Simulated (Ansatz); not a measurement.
# Calculations on Si2NH7 and related structures

Part 1: Relaxation

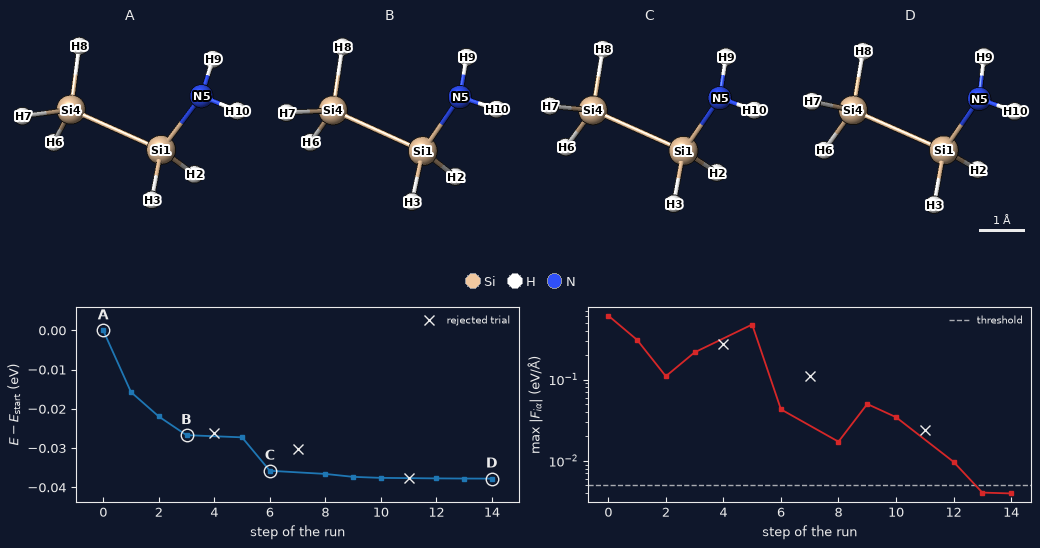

Frames of a relaxation of Si$_{2}$NH$_{7}$, marked on the history of the run. Style: ball-and-stick. Shown at a tilt.

It is one of the separated products of a reaction.

The calculation used RKS PBE0-D4/def2-TZVP in Ansatz 0.2.0. (force threshold 0.005 eV/Å; at most 200 steps)

Question: What happens along the run?

Answer: Over 11 accepted moves (14 points after the start) the energy falls by 0.038 eV. Largest force component: 0.61 eV/Å at the start, 0.004 eV/Å at the end. The line search rejected the trial steps at points 4, 7, 11 of the run. The largest move after the best rigid fit is that of H7, 0.41 Å. By element the largest moves are H 0.41 Å, Si 0.09 Å, N 0.09 Å. Some distances before and after: Si1–N5 1.752 → 1.724 Å, Si4–H7 1.482 → 1.488 Å, Si1–Si4 2.347 → 2.341 Å. Bond angles that change, for instance: Si1–N5–H9 116.0° → 119.7°, Si1–Si4–H6 107.2° → 110.4°, H2–Si1–N5 113.0° → 115.6°. Groups turn about Si1–Si4 by about 20°. From step 0 to 3: H9 moves most (0.16 Å), energy −0.027 eV. From step 3 to 6: H atoms move most (0.19 Å), energy −0.009 eV. From step 6 to 14: H8 moves most (0.13 Å), energy −0.002 eV.

```json
{"step": "0", "E − E(0), eV": "0.0000", "largest force component, eV/Å": "0.6097", "note": ""}
{"step": "1", "E − E(0), eV": "-0.0157", "largest force component, eV/Å": "0.3071", "note": ""}
{"step": "2", "E − E(0), eV": "-0.0219", "largest force component, eV/Å": "0.1096", "note": ""}
{"step": "3", "E − E(0), eV": "-0.0267", "largest force component, eV/Å": "0.2156", "note": ""}
{"step": "4", "E − E(0), eV": "-0.0261", "largest force component, eV/Å": "0.2748", "note": "rejected"}
{"step": "5", "E − E(0), eV": "-0.0272", "largest force component, eV/Å": "0.4743", "note": ""}
{"step": "6", "E − E(0), eV": "-0.0358", "largest force component, eV/Å": "0.0430", "note": ""}
{"step": "7", "E − E(0), eV": "-0.0301", "largest force component, eV/Å": "0.1093", "note": "rejected"}
{"step": "8", "E − E(0), eV": "-0.0366", "largest force component, eV/Å": "0.0172", "note": ""}
{"step": "9", "E − E(0), eV": "-0.0373", "largest force component, eV/Å": "0.0500", "note": ""}
{"step": "10", "E − E(0), eV": "-0.0376", "largest force component, eV/Å": "0.0344", "note": ""}
{"step": "11", "E − E(0), eV": "-0.0375", "largest force component, eV/Å": "0.0242", "note": "rejected"}
{"step": "12", "E − E(0), eV": "-0.0377", "largest force component, eV/Å": "0.0097", "note": ""}
{"step": "13", "E − E(0), eV": "-0.0377", "largest force component, eV/Å": "0.0041", "note": ""}
{"step": "14", "E − E(0), eV": "-0.0378", "largest force component, eV/Å": "0.0040", "note": ""}
```

Part 2: Relaxation

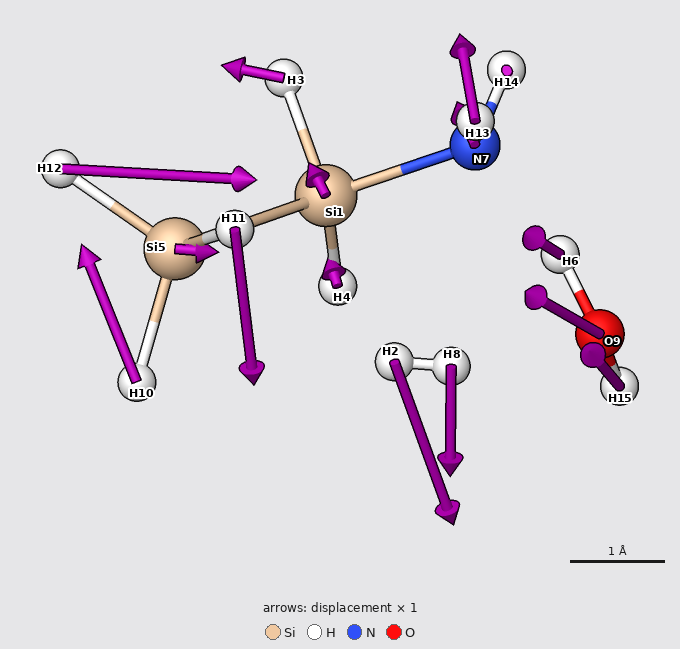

This is a relaxation of Si$_{2}$NH$_{11}$O (started from a transition state, displaced along its imaginary mode). The starting structure is drawn; purple arrows show the displacements, at their true length. The two geometries are superimposed by the best rigid fit.

Style: ball-and-stick. Shown at a tilt.

Method: RKS PBE0-D4/def2-TZVP (Ansatz). Set-up: force threshold 0.005 eV/Å; at most 200 steps.

**Atoms of which element are displaced furthest, and by how much?**

Hydrogen: up to 2.49 Å, against 1.63 Å for oxygen.

**What happened in the run?**

Over 86 accepted moves (97 points after the start) the energy falls by 1.715 eV. The largest force component goes from 8.8 to 0.0018 eV/Å. The line search rejected the trial steps at points 11, 14, 47, 57, 65, 67, 69, 71 and more of the run. The atom that moves furthest after the best rigid fit is H12 (2.49 Å). Largest moves by element: H 2.49 Å, O 1.63 Å, N 0.68 Å, Si 0.49 Å. Near-neighbour distances that change, for instance: Si1–H2 2.168 → 4.187 Å, H6–N7 1.480 → 1.944 Å, H2–H8 0.611 → 0.747 Å, Si1–N7 1.788 → 1.752 Å. Among the angles between lasting bonds that change: H3–Si1–N7 99.2° → 113.0°, H6–O9–H15 119.0° → 106.2°, H4–Si1–N7 112.3° → 105.9°. Groups turn about Si1–Si5 by about 100°, Si1–N7 by about 40°.

Part 3: Reaction

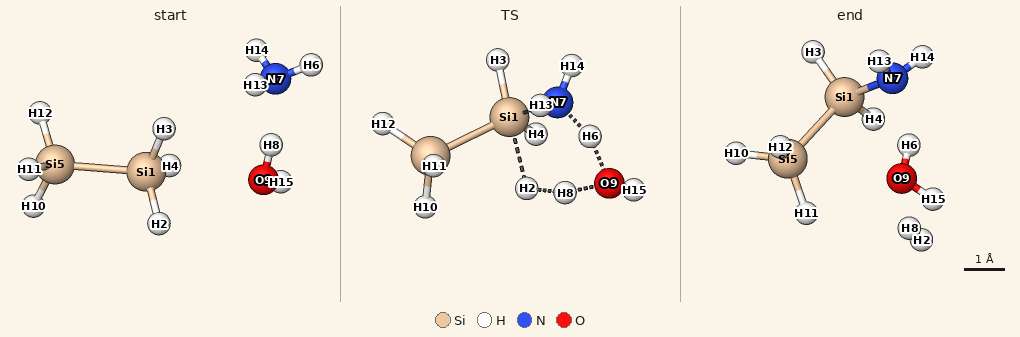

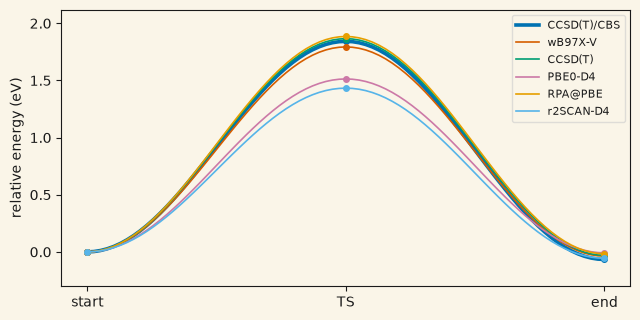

A reaction step of Si$_{2}$NH$_{11}$O, with its energy diagram. The picture is a ball-and-stick view, seen face on. Dashed sticks mark bonds that form or break.

Stationary points at PBE0-D4/def2-TZVP, single-point energies with CCSD(T)/CBS, wB97X-V, CCSD(T), PBE0-D4, RPA@PBE, r2SCAN-D4 (def2-TZVPP where no basis is named; Ansatz 0.2.0). The energies are electronic, without zero-point or thermal terms, and both ends are the minima reached downhill from the saddle, with any fragments still in contact. CCSD(T)/CBS stands for a frozen-core estimate: MP2 correlation extrapolated from def2-TZVPP and def2-QZVPP, CCSD(T) minus MP2 from the smaller set.

Question: Describe the step and its energetics.

Answer: Counted by bonded pieces, the start holds H₂O + NH₃ + Si₂H₆ and the end holds H₂ + H₂O + Si₂H₇N. From the start over the saddle to the end, bonds form: Si1–N7 (4.34 → 1.86 → 1.75 Å), H2–H8 (3.50 → 1.02 → 0.75 Å), H6–O9 (3.50 → 1.30 → 0.97 Å). Bonds break: Si1–H2 (1.48 → 1.96 → 4.19 Å), H6–N7 (1.01 → 1.20 → 1.94 Å), H8–O9 (0.98 → 1.23 → 2.75 Å). The saddle has one imaginary mode, 1401i cm⁻¹. With CCSD(T)/CBS the barrier is 1.84 eV from the start and 1.91 eV from the end, and the end lies 0.07 eV below the start.

| level | barrier from the start (eV) | barrier from the end (eV) | the end less the start (eV) |
| --- | --- | --- | --- |
| CCSD(T)/CBS | 1.84 | 1.91 | −0.07 |
| wB97X-V | 1.79 | 1.83 | −0.04 |
| CCSD(T) | 1.87 | 1.90 | −0.03 |
| PBE0-D4 | 1.51 | 1.52 | −0.01 |
| RPA@PBE | 1.88 | 1.90 | −0.02 |
| r2SCAN-D4 | 1.43 | 1.49 | −0.06 |

Against CCSD(T)/CBS, CCSD(T) comes closest on the barrier from the start (+0.02 eV) and r2SCAN-D4 misses most (−0.41 eV).
